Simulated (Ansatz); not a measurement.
## Electronic structure of C3H4F2N2Si in real space

```tsv
atom	x (Å)	y (Å)	z (Å)
C	1.6194	0.1334	0.5783
C	1.3460	-1.2763	0.5013
C	0.1337	-1.8311	0.5756
F	2.4548	-1.9972	0.3673
F	-2.0751	-1.5352	2.1941
N	1.8376	1.2676	0.6676
N	-1.4357	0.6872	0.6146
Si	-1.5312	-1.0005	0.7534
H	0.1385	-2.9278	0.5324
H	-2.4810	-1.5167	-0.2611
H	-0.7347	1.2644	1.0643
H	-2.2226	1.2283	0.2783
```

Geometry: PBE0-D3(BJ)/def2-SVP.

The calculation used Ansatz, isolated molecule in a Gaussian basis; Kohn-Sham density functional theory, functional PBE0.

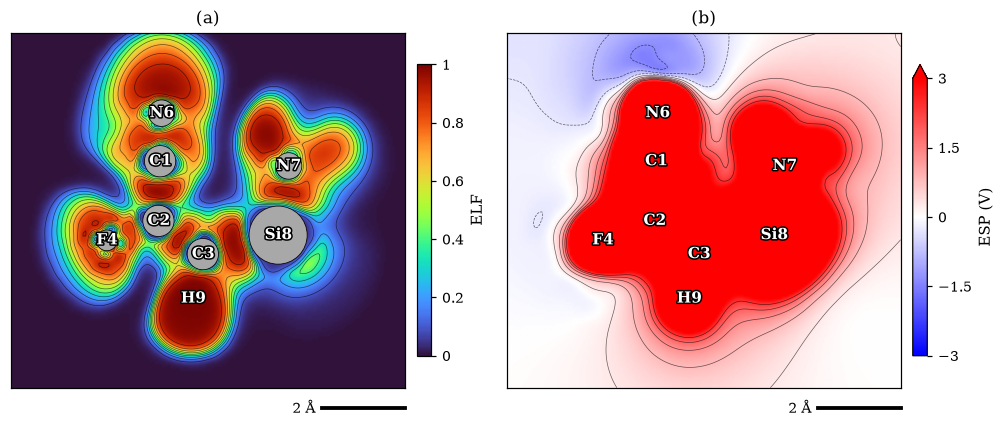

Figure 1. (a) electron localisation function; (b) electrostatic potential on the plane of atoms C2, C3 and H9. Grey discs cover the atomic cores in the ELF map.

**What do the fields say about this system?**

- Atoms in the plane: C, F, N, Si and H.
- C–N (1.16 Å): the ELF peaks at about 0.85 between the atoms (a short, multiple covalent bond).
- C–F (1.33 Å): the ELF peaks at about 0.85 between the atoms (a polar covalent bond).
- C–C (1.34 Å): the ELF peaks at about 0.95 between the atoms: a short, multiple covalent bond.
- Si–N (1.70 Å): the ELF peaks at about 0.95 between the atoms: a shared but strongly polarised pair.
- C–Si (1.87 Å): the ELF peaks at about 1 between the atoms, as expected for localised, covalent bonding.
- The ELF also peaks beside F4 and N6, away from the bonds: lone-pair regions.
- Outside the dense part of the molecule the potential is most negative (−1.5 V) near N6.

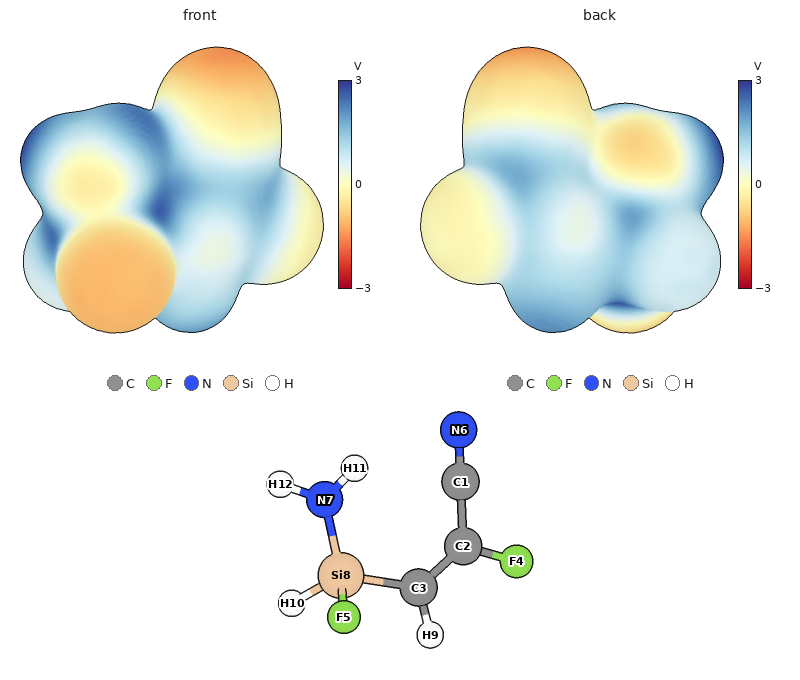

Figure 2. The molecular electrostatic potential painted on the density surface at 0.004 e/bohr³, seen from the front and from behind; the colour scale runs from red (negative) to blue (positive). The bare structure is drawn below in the same view.

**Which sites attract a positive test charge, and which a negative one?**

A positive charge is drawn to the negative regions and a negative charge to the positive ones. The most negative region (about −1.4 V) lies over N6, the most positive (about +2.8 V) over H12. N6 is the likeliest acceptor of a hydrogen bond.

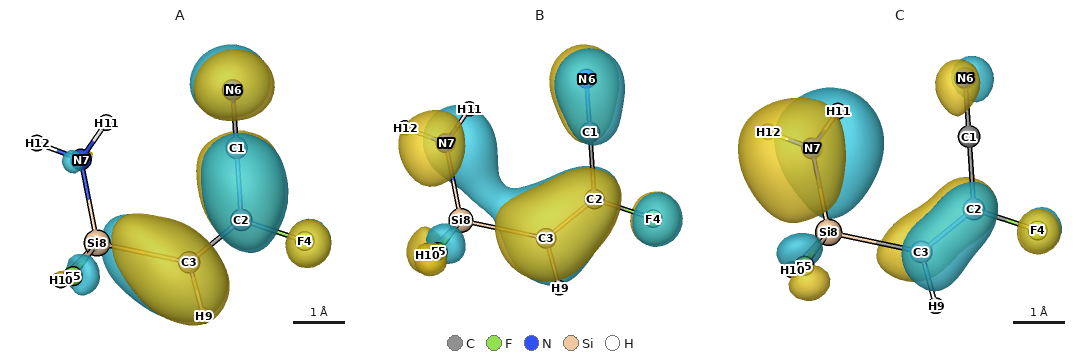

Figure 3. Three frontier orbitals at ±0.1 Å⁻³ᐟ² (yellow and cyan are the two phases), in no order.

**Which picture is the HOMO−1, the HOMO and the LUMO?**

B is the HOMO−1 (−8.76 eV). By Hirshfeld shares it lies mainly on C3 (about 30 %), C2 (about 20 %), N7 (about 15 %), N6 (about 15 %) and F4 (about 5 %). C is the HOMO (−8.37 eV). Its weight (Hirshfeld) is mainly on N7 (about 55 %), C3 (about 10 %) and C2 (about 5 %). A is the LUMO (−2.28 eV). Its weight (Hirshfeld) is mainly on C3 (about 25 %), C2 (about 20 %), N6 (about 15 %), C1 (about 15 %) and Si8 (about 10 %).

**What is the HOMO–LUMO gap?**

6.09 eV between the orbital energies.
